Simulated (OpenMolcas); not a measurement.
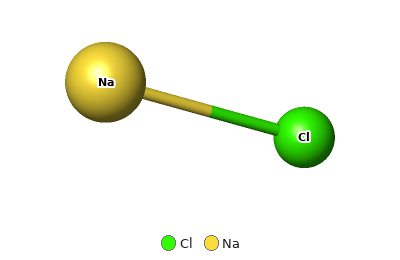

The molecule at the reference distance of 2.361 Å.

# Relativistic diatomic calculation for ClNa (part 1 of 2)

ClNa. Computed at this level: SA-CASSCF(6,7)/XMS-CASPT2 + RASSI spin-orbit (X2C scalar, AMFI), ANO-RCC-VTZP (OpenMolcas).

### Input
```
&GATEWAY
Coord
2
angstrom
Cl 0.0 0.0 0.0
Na 0.0 0.0 2.3610
Basis=ANO-RCC-VTZP
Group=XY
RX2C
AMFI
ANGMom
0.0 0.0 0.0
RICD
&SEWARD
&GUESSORB
&RASSCF
FileOrb=$CurrDir/o11.orb
Symmetry=1
Spin=1
nActEl=6 0 0
Inactive=7 4
RAS2=3 4
CIRoot=6 6 1
Linear
Iterations=120 100
OrbListing=Nothing
PRWF=0.15
>>COPY $Project.RasOrb $CurrDir/o11.orb
>>COPY $Project.rasscf.h5 $CurrDir/r11.h5
&CASPT2
XMultistate=all
Imaginary=0.2
IPEA=0.25
MaxIter=40
>>COPY $Project.JobMix JOB001
&RASSCF
CIOnly
FileOrb=$CurrDir/ref.orb
Symmetry=2
Spin=3
nActEl=6 0 0
Inactive=7 4
RAS2=3 4
CIRoot=6 6 1
Linear
Iterations=120 100
OrbListing=Nothing
PRWF=0.15
>>COPY $Project.RasOrb $CurrDir/o32.orb
>>COPY $Project.rasscf.h5 $CurrDir/r32.h5
&CASPT2
XMultistate=all
Imaginary=0.2
IPEA=0.25
MaxIter=40
>>COPY $Project.JobMix JOB002
&RASSCF
CIOnly
FileOrb=$CurrDir/ref.orb
Symmetry=2
Spin=1
nActEl=6 0 0
Inactive=7 4
RAS2=3 4
CIRoot=6 6 1
Linear
Iterations=120 100
OrbListing=Nothing
PRWF=0.15
>>COPY $Project.RasOrb $CurrDir/o12.orb
>>COPY $Project.rasscf.h5 $CurrDir/r12.h5
&CASPT2
XMultistate=all
Imaginary=0.2
IPEA=0.25
MaxIter=40
>>COPY $Project.JobMix JOB003
&RASSCF
FileOrb=$CurrDir/o31.orb
Symmetry=1
Spin=3
nActEl=6 0 0
Inactive=7 4
RAS2=3 4
CIRoot=5 5 1
Linear
Iterations=120 100
OrbListing=Nothing
PRWF=0.15
>>COPY $Project.RasOrb $CurrDir/o31.orb
>>COPY $Project.rasscf.h5 $CurrDir/r31.h5
&CASPT2
XMultistate=all
Imaginary=0.2
IPEA=0.25
MaxIter=40
>>COPY $Project.JobMix JOB004
&RASSI
Nr of JobIphs=4 6 6 6 5
1 2 3 4 5 6
1 2 3 4 5 6
1 2 3 4 5 6
1 2 3 4 5
SpinOrbit
EJob
Omega
MEES
MESO
Properties=4
'AngMom' 3 'Mltpl  1' 1 'Mltpl  1' 2 'Mltpl  1' 3
Thrs=1.0d-4
>>COPY $Project.rassi.h5 $CurrDir/so.h5
```

The first orbital files come from an earlier step.

Hardware: 1 CPU thread, shared host.

Command:
```bash
pymolcas m.inp (one call a module block, same work directory)
```

### Log (extracts)
```
++    Wave function specifications:
      Number of closed shell electrons          22
      Number of electrons in active shells       6
      Number of inactive orbitals               11
      Number of active orbitals                  7
      Number of secondary orbitals              50
      Spin quantum number                      0.0
      State symmetry                             1
++    Orbital specifications:
      Symmetry species                           1   2
                                                 a   b
      Frozen orbitals                            0   0
      Inactive orbitals                          7   4
      Active orbitals                            3   4
      RAS2 orbitals                              3   4
      Secondary orbitals                        26  24
      Number of basis functions                 36  32
      printout of CI-coefficients larger than  0.15 for root  1
      energy=    -623.057912
      conf/sym  111 2222     Coeff  Weight
           100  ud0 2200  -0.17878 0.03196
           120  020 2200  -0.95604 0.91400
           122  020 u2d0  -0.15242 0.02323
           126  020 2u0d   0.15242 0.02323
      printout of CI-coefficients larger than  0.15 for root  2
      energy=    -622.911339
      conf/sym  111 2222     Coeff  Weight
           100  ud0 2200   0.97000 0.94090
      printout of CI-coefficients larger than  0.15 for root  3
      energy=    -622.879333
      conf/sym  111 2222     Coeff  Weight
           121  020 2ud0  -0.42522 0.18081
           122  020 u2d0  -0.56230 0.31618
           126  020 2u0d  -0.56230 0.31618
           127  020 u20d   0.42522 0.18081
      printout of CI-coefficients larger than  0.15 for root  4
      energy=    -622.879333
      conf/sym  111 2222     Coeff  Weight
           121  020 2ud0   0.56230 0.31618
           122  020 u2d0  -0.42522 0.18081
           126  020 2u0d  -0.42522 0.18081
           127  020 u20d  -0.56230 0.31618
      printout of CI-coefficients larger than  0.15 for root  5
      energy=    -622.877540
      conf/sym  111 2222     Coeff  Weight
           121  020 2ud0  -0.70500 0.49702
           127  020 u20d  -0.70500 0.49702
      printout of CI-coefficients larger than  0.15 for root  6
      energy=    -622.864625
      conf/sym  111 2222     Coeff  Weight
           100  ud0 2200  -0.15542 0.02415
           120  020 2200   0.24258 0.05884
           122  020 u2d0  -0.67423 0.45459
           126  020 2u0d   0.67423 0.45459
      Natural orbitals and occupation numbers for root  1
      sym 1:   0.002107   1.986721   0.012822
      sym 2:   1.996656   1.996656   0.002519   0.002519
      Natural orbitals and occupation numbers for root  2
      sym 1:   0.779274   1.219640   0.003000
      sym 2:   1.980717   1.980717   0.018326   0.018326
      Natural orbitals and occupation numbers for root  3
      sym 1:   0.000220   1.989468   0.011322
      sym 2:   1.499461   1.499461   0.500034   0.500034
      Natural orbitals and occupation numbers for root  4
      sym 1:   0.000220   1.989468   0.011322
      sym 2:   1.499461   1.499461   0.500034   0.500034
      Natural orbitals and occupation numbers for root  5
      sym 1:   0.000189   1.989481   0.011357
      sym 2:   1.499456   1.499456   0.500031   0.500031
      Natural orbitals and occupation numbers for root  6
      sym 1:   0.025505   1.964881   0.010763
      sym 2:   1.586572   1.586572   0.412854   0.412854
      RASSCF energy for state  6                   -622.86462547
::    RASSCF root number  1 Total energy:   -623.05791229
::    RASSCF root number  2 Total energy:   -622.91133883
::    RASSCF root number  3 Total energy:   -622.87933329
::    RASSCF root number  4 Total energy:   -622.87933329
::    RASSCF root number  5 Total energy:   -622.87753976
::    RASSCF root number  6 Total energy:   -622.86462547
      Von Neumann Entropy (Root   1) =  0.09576
++    Wave function specifications:
      Number of closed shell electrons           8
      Number of electrons in active shells       6
      Number of inactive orbitals                4
      Number of active orbitals                  7
      Number of secondary orbitals              50
      Spin quantum number                      0.0
      State symmetry                             1
      Number of CSFs                           254
      Number of CASSCF root(s) available         6
      CASPT2 state passed to geometry opt.       6
      A file JOBMIX will be created
      This is a MULTI-STATE CASSCF reference
      Number of CI roots used                    6
      These are:                                 1   2   3   4   5   6
      Off-diagonal elements of Heff are computed
  FINAL CASPT2 RESULT:
      Reference energy:        -623.0579122875
      E2 (Non-variational):      -0.3832318631
      Shift correction:          -0.0029285299
      E2 (Variational):          -0.3861603930
      Total energy:            -623.4440726806
      Reference weight:           0.89049
  FINAL CASPT2 RESULT:
      Reference energy:        -622.9113388275
      E2 (Non-variational):      -0.3209639917
      Shift correction:          -0.0013897908
      E2 (Variational):          -0.3223537824
      Total energy:            -623.2336926099
      Reference weight:           0.92409
  FINAL CASPT2 RESULT:
      Reference energy:        -622.8793332853
      E2 (Non-variational):      -0.3162990210
      Shift correction:          -0.0012808464
      E2 (Variational):          -0.3175798674
      Total energy:            -623.1969131527
      Reference weight:           0.92607
  FINAL CASPT2 RESULT:
      Reference energy:        -622.8793332853
      E2 (Non-variational):      -0.3165316416
      Shift correction:          -0.0012915653
      E2 (Variational):          -0.3178232069
      Total energy:            -623.1971564921
      Reference weight:           0.92584
  FINAL CASPT2 RESULT:
      Reference energy:        -622.8775397592
      E2 (Non-variational):      -0.3165906367
      Shift correction:          -0.0012783666
      E2 (Variational):          -0.3178690032
      Total energy:            -623.1954087624
      Reference weight:           0.92594
  FINAL CASPT2 RESULT:
      Reference energy:        -622.8646254705
      E2 (Non-variational):      -0.3272615343
      Shift correction:          -0.0019399889
      E2 (Variational):          -0.3292015231
      Total energy:            -623.1938269936
      Reference weight:           0.91865
       Total XMS-CASPT2 energies:
::    XMS-CASPT2 Root  1     Total energy:   -623.43682903
::    XMS-CASPT2 Root  2     Total energy:   -623.24310768
::    XMS-CASPT2 Root  3     Total energy:   -623.19715675
::    XMS-CASPT2 Root  4     Total energy:   -623.19691289
::    XMS-CASPT2 Root  5     Total energy:   -623.19540909
::    XMS-CASPT2 Root  6     Total energy:   -623.19165524
++    Wave function specifications:
      Number of closed shell electrons          22
      Number of electrons in active shells       6
      Number of inactive orbitals               11
      Number of active orbitals                  7
      Number of secondary orbitals              50
      Spin quantum number                      1.0
      State symmetry                             2
      printout of CI-coefficients larger than  0.15 for root  1
      energy=    -622.939243
      conf/sym  111 2222     Coeff  Weight
            16  u20 2u00  -0.16086 0.02588
            73  u20 u200   0.98336 0.96699
      printout of CI-coefficients larger than  0.15 for root  2
      energy=    -622.939243
      conf/sym  111 2222     Coeff  Weight
            16  u20 2u00  -0.98336 0.96699
            73  u20 u200  -0.16086 0.02588
      printout of CI-coefficients larger than  0.15 for root  3
      energy=    -622.857550
      conf/sym  111 2222     Coeff  Weight
           226  0u0 22u0  -0.99862 0.99724
      printout of CI-coefficients larger than  0.15 for root  4
      energy=    -622.857550
      conf/sym  111 2222     Coeff  Weight
           228  0u0 220u  -0.99862 0.99724
      printout of CI-coefficients larger than  0.15 for root  5
      energy=    -622.498749
      conf/sym  111 2222     Coeff  Weight
            13  2u0 2u00  -0.29960 0.08976
            40  u20 duu0   0.66089 0.43677
            74  u20 udu0  -0.39630 0.15706
            75  u20 uud0  -0.53493 0.28615
      printout of CI-coefficients larger than  0.15 for root  6
      energy=    -622.498749
      conf/sym  111 2222     Coeff  Weight
            41  u20 du0u  -0.67365 0.45380
            64  2u0 u200   0.29960 0.08976
            77  u20 ud0u   0.37419 0.14002
            79  u20 uu0d   0.53493 0.28615
      Natural orbitals and occupation numbers for root  1
      sym 1:   0.999111   1.988715   0.011318
      sym 2:   1.000763   1.998892   0.000955   0.000246
      Natural orbitals and occupation numbers for root  2
      sym 1:   0.999111   1.988715   0.011318
      sym 2:   1.998892   1.000763   0.000246   0.000955
      Natural orbitals and occupation numbers for root  3
      sym 1:   0.000946   1.000716   0.002247
      sym 2:   1.998002   1.998834   0.999139   0.000117
      Natural orbitals and occupation numbers for root  4
      sym 1:   0.000946   1.000716   0.002247
      sym 2:   1.998834   1.998002   0.000117   0.999139
      Natural orbitals and occupation numbers for root  5
      sym 1:   1.076753   1.883237   0.010023
      sym 2:   1.109752   1.000429   0.904272   0.015535
      Natural orbitals and occupation numbers for root  6
      sym 1:   1.076753   1.883237   0.010023
      sym 2:   1.000429   1.109752   0.015535   0.904272
      RASSCF energy for state  6                   -622.49874937
::    RASSCF root number  1 Total energy:   -622.93924333
::    RASSCF root number  2 Total energy:   -622.93924333
::    RASSCF root number  3 Total energy:   -622.85755017
::    RASSCF root number  4 Total energy:   -622.85755017
::    RASSCF root number  5 Total energy:   -622.49874937
::    RASSCF root number  6 Total energy:   -622.49874937
      Von Neumann Entropy (Root   1) =  1.05805
++    Wave function specifications:
      Number of closed shell electrons           8
      Number of electrons in active shells       6
      Number of inactive orbitals                4
      Number of active orbitals                  7
      Number of secondary orbitals              50
      Spin quantum number                      1.0
      State symmetry                             2
      Number of CSFs                           300
      Number of CASSCF root(s) available         6
      CASPT2 state passed to geometry opt.       6
      A file JOBMIX will be created
      This is a MULTI-STATE CASSCF reference
      Number of CI roots used                    6
      These are:                                 1   2   3   4   5   6
      Off-diagonal elements of Heff are computed
  FINAL CASPT2 RESULT:
      Reference energy:        -622.9392435679
      E2 (Non-variational):      -0.3225963166
      Shift correction:          -0.0013515328
      E2 (Variational):          -0.3239478494
      Total energy:            -623.2631914173
      Reference weight:           0.92358
  FINAL CASPT2 RESULT:
      Reference energy:        -622.9392435679
      E2 (Non-variational):      -0.3225963166
      Shift correction:          -0.0013515329
      E2 (Variational):          -0.3239478494
      Total energy:            -623.2631914173
      Reference weight:           0.92358
  FINAL CASPT2 RESULT:
      Reference energy:        -622.8575504033
      E2 (Non-variational):      -0.3291779810
      Shift correction:          -0.0014416068
      E2 (Variational):          -0.3306195879
      Total energy:            -623.1881699911
      Reference weight:           0.92012
  FINAL CASPT2 RESULT:
      Reference energy:        -622.8575504030
      E2 (Non-variational):      -0.3291779810
      Shift correction:          -0.0014416069
      E2 (Variational):          -0.3306195879
      Total energy:            -623.1881699909
      Reference weight:           0.92012
  FINAL CASPT2 RESULT:
      Reference energy:        -622.4987496030
      E2 (Non-variational):      -0.3542627231
      Shift correction:          -0.0088895499
      E2 (Variational):          -0.3631522731
      Total energy:            -622.8619018761
      Reference weight:           0.87223
  FINAL CASPT2 RESULT:
      Reference energy:        -622.4987496023
      E2 (Non-variational):      -0.3542627236
      Shift correction:          -0.0088895501
      E2 (Variational):          -0.3631522737
      Total energy:            -622.8619018760
      Reference weight:           0.87223
       Total XMS-CASPT2 energies:
::    XMS-CASPT2 Root  1     Total energy:   -623.26324365
::    XMS-CASPT2 Root  2     Total energy:   -623.26324365
::    XMS-CASPT2 Root  3     Total energy:   -623.18813952
::    XMS-CASPT2 Root  4     Total energy:   -623.18813952
::    XMS-CASPT2 Root  5     Total energy:   -622.86188011
::    XMS-CASPT2 Root  6     Total energy:   -622.86188011
++    Wave function specifications:
      Number of closed shell electrons          22
      Number of electrons in active shells       6
      Number of inactive orbitals               11
      Number of active orbitals                  7
      Number of secondary orbitals              50
      Spin quantum number                      0.0
      State symmetry                             2
      printout of CI-coefficients larger than  0.15 for root  1
      energy=    -622.937642
      conf/sym  111 2222     Coeff  Weight
            33  u20 2d00   0.38741 0.15009
            34  u20 d200  -0.91823 0.84315
      printout of CI-coefficients larger than  0.15 for root  2
      energy=    -622.937642
      conf/sym  111 2222     Coeff  Weight
            33  u20 2d00   0.91823 0.84315
            34  u20 d200   0.38741 0.15009
      printout of CI-coefficients larger than  0.15 for root  3
      energy=    -622.855754
      conf/sym  111 2222     Coeff  Weight
           197  0u0 22d0   0.99857 0.99713
      printout of CI-coefficients larger than  0.15 for root  4
      energy=    -622.855754
      conf/sym  111 2222     Coeff  Weight
           200  0u0 220d  -0.99857 0.99713
      printout of CI-coefficients larger than  0.15 for root  5
      energy=    -622.496385
      conf/sym  111 2222     Coeff  Weight
            36  u20 dud0   0.86449 0.74735
            37  u20 udd0  -0.48686 0.23704
      printout of CI-coefficients larger than  0.15 for root  6
      energy=    -622.496385
      conf/sym  111 2222     Coeff  Weight
            42  u20 du0d  -0.85388 0.72912
            43  u20 ud0d   0.50524 0.25527
      Natural orbitals and occupation numbers for root  1
      sym 1:   0.999565   1.989180   0.011339
      sym 2:   1.000306   1.998847   0.000479   0.000284
      Natural orbitals and occupation numbers for root  2
      sym 1:   0.999565   1.989180   0.011339
      sym 2:   1.998847   1.000306   0.000284   0.000479
      Natural orbitals and occupation numbers for root  3
      sym 1:   0.000468   1.000294   0.002315
      sym 2:   1.998401   1.998830   0.999565   0.000129
      Natural orbitals and occupation numbers for root  4
      sym 1:   0.000468   1.000294   0.002315
      sym 2:   1.998830   1.998401   0.000129   0.999565
      Natural orbitals and occupation numbers for root  5
      sym 1:   1.000086   1.987984   0.010782
      sym 2:   1.050548   1.000348   0.949497   0.000755
      Natural orbitals and occupation numbers for root  6
      sym 1:   1.000086   1.987984   0.010782
      sym 2:   1.000348   1.050548   0.000755   0.949497
      RASSCF energy for state  6                   -622.49638548
::    RASSCF root number  1 Total energy:   -622.93764208
::    RASSCF root number  2 Total energy:   -622.93764208
::    RASSCF root number  3 Total energy:   -622.85575354
::    RASSCF root numbeSPIN-FREE ENERGIES:
  (Shifted by EMIN (a.u.) =       -623.4368290324)
 SF State       Relative EMIN(au)   Rel lowest level(eV)    D:o, cm**(-1)      Abs_M
     1             0.0000000000        0.0000000000              0.0000         0.0
     7             0.1735853777        4.7234987598          38097.5868         1.0
     8             0.1735853777        4.7234987598          38097.5868         1.0
    13             0.1745360360        4.7493674893          38306.2322         1.0
    14             0.1745360360        4.7493674893          38306.2322         1.0
    19             0.1830711978        4.9816210735          40179.4836         0.0
     2             0.1937213498        5.2714264749          42516.9218         0.0
    20             0.2365155270        6.4359153588          51909.1581         0.0
    21             0.2395788228        6.5192718837          52581.4738         2.0
     3             0.2396722824        6.5218150484          52601.9858         2.0
    22             0.2396828091        6.5221014938          52604.2962         2.0
     4             0.2399161376        6.5284506868          52655.5059         2.0
     5             0.2414199412        6.5693712677          52985.5526         0.0
    23             0.2425568285        6.6003075476          53235.0705         0.0
     6             0.2451737921        6.6715187534          53809.4276         0.0
    10             0.2486895132        6.7671863998          54581.0392         1.0
     9             0.2486895132        6.7671863998          54581.0392         1.0
    15             0.2491075659        6.7785621914          54672.7912         1.0
    16             0.2491075709        6.7785623292          54672.7923         1.0
    11             0.5749489218       15.6451571821         126186.7027         1.0
    12             0.5749489218       15.6451571821         126186.7027         1.0
    17             0.5790696701       15.7572884571         127091.1024         1.0
    18             0.5790696709       15.7572884779         127091.1026         1.0
```

(Continued in part 2.) Outcome of the run: converged; components of a degenerate state are split by 54 cm⁻¹.
